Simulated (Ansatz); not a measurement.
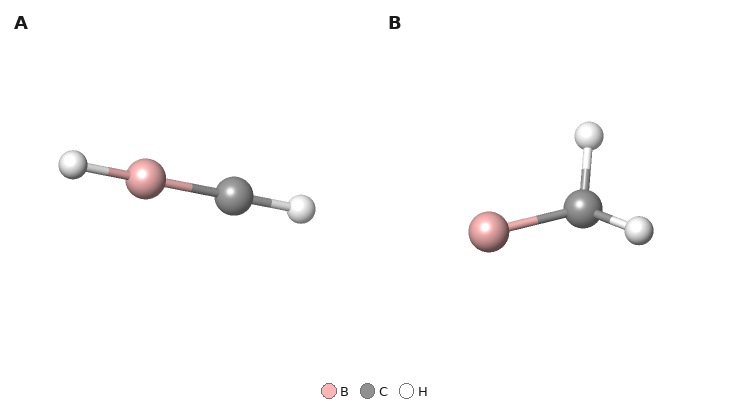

2 stationary structures of one formula. State: charge +1, singlet. Geometries: PBE-D4/def2-SVP. Electronic energies: PBE-D4/def2-SVP (Ansatz 0.2.0), without zero-point energy. No frequency run is at hand to confirm each as a minimum.

Question: Which structure is the most stable?

Answer: A is lowest (C∞v); B lies 14.7 kJ/mol above it (Cs).
